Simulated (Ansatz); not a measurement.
**C4H9B: rotation by 120° about the C3–C4 bond, part 1 of 2**

Aim: the minimum-energy path and barrier of the rotation by 120° about the C3–C4 bond. The ends are relaxed first, then joined by a nudged elastic band. SMILES of the start: BC=CCC.

All numbers below are computed with Ansatz 0.2.0 (RKS PBE0/def2-SVP).

## 1. The system as given

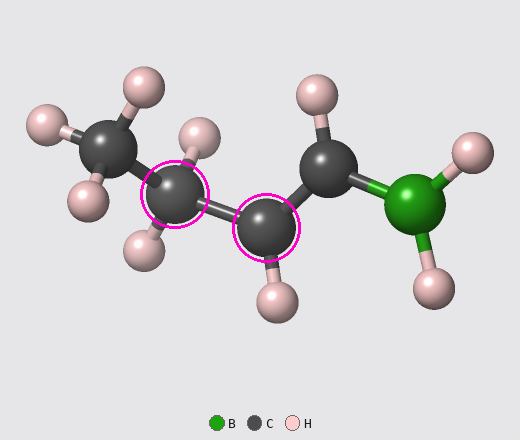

Start, viewed from a chosen angle; boron green, carbon dark grey, hydrogen pink. Ringed: C3, C4.

Coordinates:

```xyz
14

B    -1.1257    2.0620    1.1929
C    -0.8211    0.6705    0.6589
C    -0.2204    0.4938   -0.5233
C     0.2158   -0.8733   -1.0226
C     1.2594   -1.5350   -0.2181
H    -0.8917    3.0816    0.5490
H    -1.7036    2.2362    2.2192
H    -1.0576   -0.1625    1.2647
H     0.0758    1.3640   -1.0876
H     0.4769   -0.8053   -2.0528
H    -0.7759   -1.5250   -0.9697
H     2.1879   -0.8847   -0.2086
H     0.8879   -1.6414    0.8380
H     1.4793   -2.5102   -0.6111
```

## 2. End point A

input.yaml

```yaml
crystal:
  periodic: [false, false, false]
  atoms:
    - { symbol: B, position_ang: [-1.1257, 2.062, 1.1929] }
    - { symbol: C, position_ang: [-0.8211, 0.6705, 0.6589] }
    - { symbol: C, position_ang: [-0.2204, 0.4938, -0.5233] }
    - { symbol: C, position_ang: [0.2158, -0.8733, -1.0226] }
    - { symbol: C, position_ang: [1.2594, -1.535, -0.2181] }
    - { symbol: H, position_ang: [-0.8917, 3.0816, 0.549] }
    - { symbol: H, position_ang: [-1.7036, 2.2362, 2.2192] }
    - { symbol: H, position_ang: [-1.0576, -0.1625, 1.2647] }
    - { symbol: H, position_ang: [0.0758, 1.364, -1.0876] }
    - { symbol: H, position_ang: [0.4769, -0.8053, -2.0528] }
    - { symbol: H, position_ang: [-0.7759, -1.525, -0.9697] }
    - { symbol: H, position_ang: [2.1879, -0.8847, -0.2086] }
    - { symbol: H, position_ang: [0.8879, -1.6414, 0.838] }
    - { symbol: H, position_ang: [1.4793, -2.5102, -0.6111] }
basis:
  gaussian: { orbitals: def2-SVP }
hamiltonian:
  xc: pbe0
relax:
  f_tol: 0.015
  max_steps: 40
```

Command:

```bash
$ ansatz run input.yaml --threads 2 --pin off --max-ram 3072MiB --backend cpu --events-out ev --progress --plain --runs-dir out
```

Standard output (excerpt; [...] marks lines left out):

```text
Warning: RAYON_NUM_THREADS=2 ignored (pool sized by the plan → 2); use --threads N
[...]
Functional definition: PBE0
[...]
1329 factors; integrals over basis functions are off by at most 3.2e-4 eV
[...]
mean field -4959.84323332 eV, -182.2708769219 hartree, gradient 3.3e-5 eV, S^2 0.000000; 0 other end points of the search recorded, 0 dependent functions left out
[...]
reference -4959.84326299 eV, -182.2708780122 hartree; 19, 19 occupied and 96, 96 virtual orbitals, 1329 factors
relax step   1: F+E_penalty+E_count = -4959.84323332 eV  Δ(F+E_penalty+E_count) = +0.000e0 eV  max|allowed force component| = 3.836e0 eV/Å  Δτ_max = 0.0000 Å  (26 SCF iters, accepted)
[...]
relax step   4: F+E_penalty+E_count = -4960.17995943 eV  Δ(F+E_penalty+E_count) = -1.094e-2 eV  max|allowed force component| = 1.929e-1 eV/Å  Δτ_max = 0.2000 Å  (30 SCF iters, accepted)
[...]
relax step   7: F+E_penalty+E_count = -4960.22386705 eV  Δ(F+E_penalty+E_count) = -9.738e-3 eV  max|allowed force component| = 2.823e-1 eV/Å  Δτ_max = 0.1951 Å  (27 SCF iters, accepted)
[...]
relax step  10: F+E_penalty+E_count = -4960.25773630 eV  Δ(F+E_penalty+E_count) = -8.683e-3 eV  max|allowed force component| = 6.089e-2 eV/Å  Δτ_max = 0.0953 Å  (30 SCF iters, accepted)
[...]
relax step  13: F+E_penalty+E_count = -4960.26190641 eV  Δ(F+E_penalty+E_count) = -2.205e-3 eV  max|allowed force component| = 3.486e-2 eV/Å  Δτ_max = 0.0173 Å  (24 SCF iters, accepted)
[...]
reference -4960.26230656 eV, -182.2862775796 hartree; 19, 19 occupied and 96, 96 virtual orbitals, 1329 factors
Total energy: -4960.26230656 eV, -182.2862775796 hartree
Atom 0 at    -1.262621     2.192765     1.136398 Å, force     0.003674    -0.004394     0.001095 eV/Å
Atom 1 at    -1.149519     0.756168     0.610820 Å, force     0.002236     0.003867     0.000542 eV/Å
Atom 2 at    -0.136406     0.389442    -0.207339 Å, force    -0.007214     0.004993     0.007732 eV/Å
Atom 3 at     0.099575    -0.964649    -0.785002 Å, force     0.003349    -0.008381     0.003216 eV/Å
Atom 4 at     1.476163    -1.527066    -0.434366 Å, force    -0.000380    -0.000890    -0.001042 eV/Å
Atom 5 at    -0.428070     3.008969     0.808305 Å, force     0.000568     0.000251    -0.000295 eV/Å
Atom 6 at    -2.160286     2.537025     1.871965 Å, force    -0.002265    -0.000312    -0.001636 eV/Å
Atom 7 at    -1.881719    -0.016770     0.881816 Å, force    -0.000021     0.000048    -0.003933 eV/Å
Atom 8 at     0.605215     1.155564    -0.477973 Å, force    -0.001427     0.001689    -0.002849 eV/Å
Atom 9 at     0.017938    -0.884930    -1.885412 Å, force     0.000707    -0.000244     0.001339 eV/Å
Atom 10 at    -0.695291    -1.655183    -0.459973 Å, force    -0.000155     0.003566    -0.000431 eV/Å
Atom 11 at     2.282060    -0.857447    -0.773841 Å, force     0.000783    -0.000173    -0.000879 eV/Å
Atom 12 at     1.586711    -1.656477     0.653050 Å, force    -0.000432     0.000598    -0.001691 eV/Å
Atom 13 at     1.633251    -2.506712    -0.909548 Å, force     0.000576    -0.000619    -0.001169 eV/Å
Dipole moment:     0.193575    -0.365046    -0.231795 e Å
```

Run time: 49 s. Hardware: 2 threads of Arm Neoverse V1, shared host; peak memory 0.25 GiB.

Relaxation path:

```tsv
step	energy from step 1 (eV)	largest force component (eV/Å)
1	0.0000	3.8355
2	-0.2173	1.1390
3	-0.3258	0.3909
4	-0.3367	0.1929
5	-0.3490	0.1503
6	-0.3709	0.1107
7	-0.3806	0.2823
8	-0.3901	0.1770
9	-0.4058	0.2040
10	-0.4145	0.0609
11	-0.4165	0.1335
12x	-0.4147	0.1512
13	-0.4187	0.0349
14	-0.4189	0.0385
15	-0.4190	0.0084
```

Step 1 is the start. 1 step was tried and not accepted (marked x).

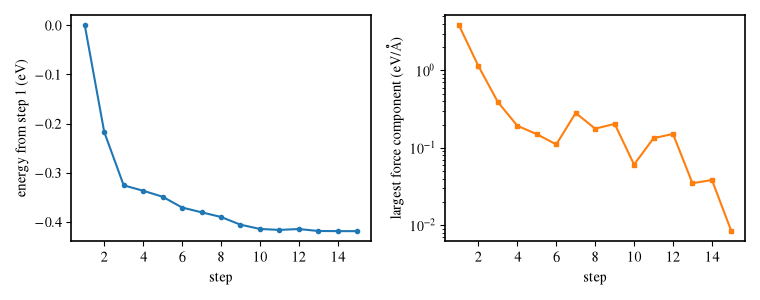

Energy and largest force along the relaxation.

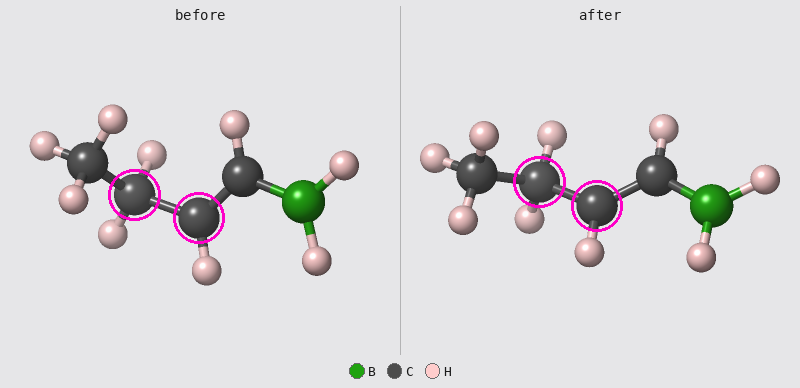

Before and after, at one scale.

After: Bond lengths: B1–C2 1.534 Å, C2–C3 1.353 Å, C3–C4 1.491 Å, C4–C5 1.528 Å, B1–H6 1.213 Å, B1–H7 1.211 Å, C2–H8 1.099 Å, C3–H9 1.100 Å, C4–H10 1.106 Å, C4–H11 1.102 Å, C5–H12 1.101 Å, C5–H13 1.101 Å, C5–H14 1.100 Å. Angles (14 of 21 angles, heavy atoms first): B1–C2–C3 121.1°, C2–C3–C4 126.8°, C3–C4–C5 112.8°, B1–C2–H8 121.7°, C3–C2–H8 117.2°, C2–B1–H6 119.1°, C2–B1–H7 122.0°, C2–C3–H9 117.7°, C4–C3–H9 115.5°, C3–C4–H10 108.0°, C3–C4–H11 109.9°, C5–C4–H10 108.7°, C5–C4–H11 110.6°, C4–C5–H12 111.4°.

## 3. Relaxing end B

The second end starts from a geometry with the move made by hand.

input.yaml

```yaml
crystal:
  periodic: [false, false, false]
  atoms:
    - { symbol: B, position_ang: [-1.1257, 2.062, 1.1929] }
    - { symbol: C, position_ang: [-0.8211, 0.6705, 0.6589] }
    - { symbol: C, position_ang: [-0.2204, 0.4938, -0.5233] }
    - { symbol: C, position_ang: [0.2158, -0.8733, -1.0226] }
    - { symbol: C, position_ang: [-0.84964, -1.89058, -1.08701] }
    - { symbol: H, position_ang: [-0.8917, 3.0816, 0.549] }
    - { symbol: H, position_ang: [-1.7036, 2.2362, 2.2192] }
    - { symbol: H, position_ang: [-1.0576, -0.1625, 1.2647] }
    - { symbol: H, position_ang: [0.0758, 1.364, -1.0876] }
    - { symbol: H, position_ang: [1.05908, -1.20098, -0.46081] }
    - { symbol: H, position_ang: [0.60738, -0.66207, -2.12397] }
    - { symbol: H, position_ang: [-1.27475, -2.04818, -0.04801] }
    - { symbol: H, position_ang: [-1.67126, -1.51109, -1.75454] }
    - { symbol: H, position_ang: [-0.47022, -2.81163, -1.48893] }
basis:
  gaussian: { orbitals: def2-SVP }
hamiltonian:
  xc: pbe0
relax:
  f_tol: 0.015
  max_steps: 40
```

Command:

```bash
$ ansatz run input.yaml --threads 2 --pin off --max-ram 3072MiB --backend cpu --events-out ev --progress --plain --runs-dir out
```

Standard output (excerpt; [...] marks lines left out):

```text
Warning: RAYON_NUM_THREADS=2 ignored (pool sized by the plan → 2); use --threads N
[...]
[... 1 set-up line as earlier in the session ...]
[...]
1329 factors; integrals over basis functions are off by at most 3.3e-4 eV
[...]
mean field -4959.81313770 eV, -182.2697709284 hartree, gradient 4.6e-5 eV, S^2 0.000000; 0 other end points of the search recorded, 0 dependent functions left out
[...]
reference -4959.81316760 eV, -182.2697720274 hartree; 19, 19 occupied and 96, 96 virtual orbitals, 1329 factors
relax step   1: F+E_penalty+E_count = -4959.81313770 eV  Δ(F+E_penalty+E_count) = +0.000e0 eV  max|allowed force component| = 3.500e0 eV/Å  Δτ_max = 0.0000 Å  (26 SCF iters, accepted)
[...]
relax step   4: F+E_penalty+E_count = -4960.17931215 eV  Δ(F+E_penalty+E_count) = -1.547e-2 eV  max|allowed force component| = 4.121e-1 eV/Å  Δτ_max = 0.2000 Å  (27 SCF iters, accepted)
[...]
relax step   7: F+E_penalty+E_count = -4960.25509144 eV  Δ(F+E_penalty+E_count) = -4.137e-2 eV  max|allowed force component| = 1.095e-1 eV/Å  Δτ_max = 0.1999 Å  (29 SCF iters, accepted)
[...]
relax step  10: F+E_penalty+E_count = -4960.26643480 eV  Δ(F+E_penalty+E_count) = -2.607e-3 eV  max|allowed force component| = 2.445e-1 eV/Å  Δτ_max = 0.0950 Å  (28 SCF iters, accepted)
[...]
relax step  12: F+E_penalty+E_count = -4960.26428737 eV  Δ(F+E_penalty+E_count) = +2.678e-3 eV  max|allowed force component| = 5.525e-1 eV/Å  Δτ_max = 0.0145 Å  (32 SCF iters, rejected (line search))
[...]
relax step  13: F+E_penalty+E_count = -4960.27079993 eV  Δ(F+E_penalty+E_count) = -3.834e-3 eV  max|allowed force component| = 1.485e-1 eV/Å  Δτ_max = 0.0070 Å  (25 SCF iters, accepted)
[...]
1329 factors; integrals over basis functions are off by at most 3.0e-4 eV
mean field -4960.27690869 eV, -182.2868141979 hartree, gradient 8.3e-6 eV, S^2 0.000000; 0 other end points of the search recorded, 0 dependent functions left out
[...]
reference -4960.27693875 eV, -182.2868153026 hartree; 19, 19 occupied and 96, 96 virtual orbitals, 1329 factors
```

## 4. The output, continued: end point B relaxed

The log, continued (excerpt; [...] marks lines left out):

```text
relax step  14: F+E_penalty+E_count = -4960.27690869 eV  Δ(F+E_penalty+E_count) = -6.109e-3 eV  max|allowed force component| = 5.201e-2 eV/Å  Δτ_max = 0.0620 Å  (29 SCF iters, accepted)
[...]
relax step  16: F+E_penalty+E_count = -4960.27745166 eV  Δ(F+E_penalty+E_count) = -5.430e-4 eV  max|allowed force component| = 2.882e-2 eV/Å  Δτ_max = 0.0146 Å  (24 SCF iters, accepted)
[...]
relax step  18: F+E_penalty+E_count = -4960.27791040 eV  Δ(F+E_penalty+E_count) = -4.587e-4 eV  max|allowed force component| = 1.016e-2 eV/Å  Δτ_max = 0.0225 Å  (30 SCF iters, accepted)
[...]
relax step  20: F+E_penalty+E_count = -4960.27791375 eV  Δ(F+E_penalty+E_count) = -3.348e-6 eV  max|allowed force component| = 2.835e-2 eV/Å  Δτ_max = 0.0094 Å  (23 SCF iters, accepted)
[...]
Atom 4 at    -0.761786    -1.942727    -0.903390 Å, force     0.000128    -0.000353     0.000534 eV/Å
Atom 5 at    -0.390272     2.968021     0.864893 Å, force    -0.000643    -0.000731     0.000107 eV/Å
Atom 6 at    -2.030252     2.328191     1.985971 Å, force    -0.000341     0.000552    -0.001829 eV/Å
Atom 7 at    -1.752635    -0.093000     0.722128 Å, force    -0.000695     0.000598    -0.001071 eV/Å
Atom 8 at     0.597396     1.310089    -0.664358 Å, force     0.000601    -0.000557     0.001712 eV/Å
Atom 9 at     1.219665    -1.066682    -0.987752 Å, force     0.000164    -0.000265    -0.000680 eV/Å
Atom 10 at     0.162771    -0.528175    -2.261704 Å, force    -0.000813     0.000508     0.000634 eV/Å
Atom 11 at    -0.727775    -2.240959     0.155769 Å, force     0.000702    -0.000160    -0.000914 eV/Å
Atom 12 at    -1.805952    -1.691467    -1.145318 Å, force     0.000656    -0.000065     0.000769 eV/Å
Atom 13 at    -0.481497    -2.819218    -1.505651 Å, force    -0.000414     0.000057     0.000003 eV/Å
Dipole moment:     0.175636    -0.350039    -0.295314 e Å
```

Run time: 69 s. Hardware: 2 threads of Arm Neoverse V1, shared host; peak memory 0.25 GiB.

Step by step:

```tsv
step	energy from step 1 (eV)	largest force component (eV/Å)
1	0.0000	3.5002
2	-0.2349	1.2582
3	-0.3507	0.4971
4	-0.3662	0.4121
5	-0.3893	0.2405
6	-0.4006	0.4657
7	-0.4420	0.1095
8x	-0.4414	0.2744
9	-0.4507	0.1192
10	-0.4533	0.2445
11	-0.4538	0.2545
12x	-0.4511	0.5525
13	-0.4577	0.1485
14	-0.4638	0.0520
15x	-0.4635	0.1199
16	-0.4643	0.0288
17x	-0.4300	1.1118
18	-0.4648	0.0102
19x	-0.4648	0.0352
20	-0.4648	0.0283
21x	-0.4647	0.0466
22	-0.4649	0.0039
```

Step 1 is the start. 6 steps were tried and not accepted (marked x).

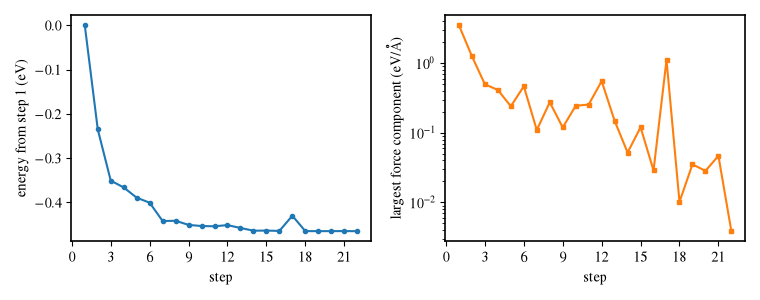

Energy and largest force along the relaxation.

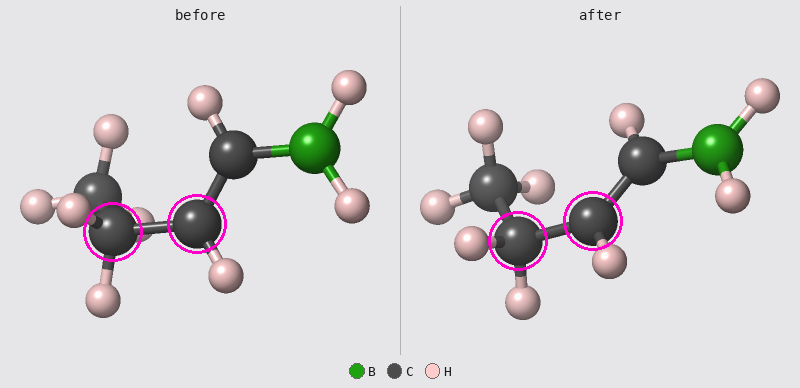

Before and after, at one scale.

After: Bond lengths: B1–C2 1.533 Å, C2–C3 1.353 Å, C3–C4 1.492 Å, C4–C5 1.518 Å, B1–H6 1.213 Å, B1–H7 1.211 Å, C2–H8 1.097 Å, C3–H9 1.099 Å, C4–H10 1.107 Å, C4–H11 1.107 Å, C5–H12 1.101 Å, C5–H13 1.101 Å, C5–H14 1.100 Å. Angles (14 of 21 angles, heavy atoms first): B1–C2–C3 120.7°, C2–C3–C4 127.8°, C3–C4–C5 116.7°, B1–C2–H8 121.3°, C3–C2–H8 118.0°, C2–B1–H6 119.2°, C2–B1–H7 121.9°, C2–C3–H9 117.3°, C4–C3–H9 114.8°, C3–C4–H10 107.3°, C3–C4–H11 107.4°, C5–C4–H10 110.4°, C5–C4–H11 110.4°, C4–C5–H12 111.5°.

## 5. Nudged elastic band

crystal.atoms is end A as relaxed above, and neb.final_atoms is end B, turned to lie on A. With 9 inner images the band has 11 in all.

input.yaml

```yaml
crystal:
  periodic: [false, false, false]
  atoms:
    - { symbol: B, position_ang: [-1.262621, 2.192765, 1.136398] }
    - { symbol: C, position_ang: [-1.149519, 0.756168, 0.61082] }
    - { symbol: C, position_ang: [-0.136406, 0.389442, -0.207339] }
    - { symbol: C, position_ang: [0.099575, -0.964649, -0.785002] }
    - { symbol: C, position_ang: [1.476163, -1.527066, -0.434366] }
    - { symbol: H, position_ang: [-0.42807, 3.008969, 0.808305] }
    - { symbol: H, position_ang: [-2.160286, 2.537025, 1.871965] }
    - { symbol: H, position_ang: [-1.881719, -0.01677, 0.881816] }
    - { symbol: H, position_ang: [0.605215, 1.155564, -0.477973] }
    - { symbol: H, position_ang: [0.017938, -0.88493, -1.885412] }
    - { symbol: H, position_ang: [-0.695291, -1.655183, -0.459973] }
    - { symbol: H, position_ang: [2.28206, -0.857447, -0.773841] }
    - { symbol: H, position_ang: [1.586711, -1.656477, 0.65305] }
    - { symbol: H, position_ang: [1.633251, -2.506712, -0.909548] }
basis:
  gaussian: { orbitals: def2-SVP }
hamiltonian:
  xc: pbe0
neb:
  order_check: false
  images: 9
  f_tol: 0.05
  max_iterations: 60
  initial_path: idpp
  final_atoms:
    - { symbol: B, position_ang: [-1.18752975, 2.0908956, 1.16868057] }
    - { symbol: C, position_ang: [-0.40016282, 0.83920329, 0.76445588] }
    - { symbol: C, position_ang: [-0.4195102, 0.39417185, -0.51357203] }
    - { symbol: C, position_ang: [0.28281956, -0.7943192, -1.07989096] }
    - { symbol: C, position_ang: [1.11718134, -1.61786912, -0.11602683] }
    - { symbol: H, position_ang: [-1.83510786, 2.67938962, 0.3287755] }
    - { symbol: H, position_ang: [-1.18197817, 2.51201521, 2.30390591] }
    - { symbol: H, position_ang: [0.19550596, 0.27912485, 1.49565206] }
    - { symbol: H, position_ang: [-1.01941551, 0.9633845, -1.23736869] }
    - { symbol: H, position_ang: [0.90550576, -0.43855609, -1.92299503] }
    - { symbol: H, position_ang: [-0.48162593, -1.42847243, -1.5681715] }
    - { symbol: H, position_ang: [1.91881469, -1.01630924, 0.33941422] }
    - { symbol: H, position_ang: [0.50286537, -2.02714581, 0.7007056] }
    - { symbol: H, position_ang: [1.58963855, -2.46481402, -0.63466469] }
```

Command:

```bash
$ ansatz run input.yaml --threads 2 --pin off --max-ram 3072MiB --backend cpu --events-out ev --progress --plain --runs-dir out
```

Standard output (excerpt; [...] marks lines left out):

```text
Warning: RAYON_NUM_THREADS=2 ignored (pool sized by the plan → 2); use --threads N
[...]
[... 1 set-up line as earlier in the session ...]
[...]
1327 factors; integrals over basis functions are off by at most 3.5e-4 eV
[...]
mean field -4960.26228970 eV, -182.2862769600 hartree, gradient 2.0e-5 eV, S^2 0.000000; 0 other end points of the search recorded, 0 dependent functions left out
[...]
reference -4960.26231990 eV, -182.2862780698 hartree; 19, 19 occupied and 96, 96 virtual orbitals, 1327 factors
1327 factors; integrals over basis functions are off by at most 5.6e-4 eV
[...]
mean field -4960.27798836 eV, -182.2868538749 hartree, gradient 4.2e-5 eV, S^2 0.000000; 0 other end points of the search recorded, 0 dependent functions left out
[...]
reference -4960.27801850 eV, -182.2868549826 hartree; 19, 19 occupied and 96, 96 virtual orbitals, 1327 factors
[...]
Atom 4 at     1.112090    -1.661139    -0.189541 Å, force     0.004644     0.004960    -0.007097 eV/Å
Atom 5 at    -0.686194     3.110850     0.394586 Å, force    -0.000022     0.005233     0.007778 eV/Å
Atom 6 at    -1.446188     2.495706     2.239980 Å, force     0.002070     0.005645     0.007457 eV/Å
Atom 7 at    -0.971625    -0.078841     1.392244 Å, force     0.007772     0.003160    -0.015267 eV/Å
Atom 8 at     0.032704     1.344255    -1.132774 Å, force     0.009342    -0.002710     0.004994 eV/Å
Atom 9 at     0.463775    -0.792972    -2.062456 Å, force     0.001260     0.002540    -0.012342 eV/Å
Atom 10 at    -0.843342    -1.446576    -1.076952 Å, force     0.006649    -0.001042     0.001202 eV/Å
Atom 11 at     2.074512    -1.131027    -0.124981 Å, force    -0.002421     0.002723    -0.003227 eV/Å
Atom 12 at     0.747729    -1.814351     0.837111 Å, force     0.004265    -0.000193     0.001303 eV/Å
Atom 13 at     1.300170    -2.650478    -0.633064 Å, force    -0.005525    -0.003451     0.005239 eV/Å
Dipole moment:     0.135364    -0.370179    -0.244758 e Å
this run last wrote the band of iteration 5 to <dir>
```

Wall time 2.8 min (2 threads of Arm Neoverse V1, shared host); peak memory 0.26 GiB.

(Continued in part 2 of 2.)
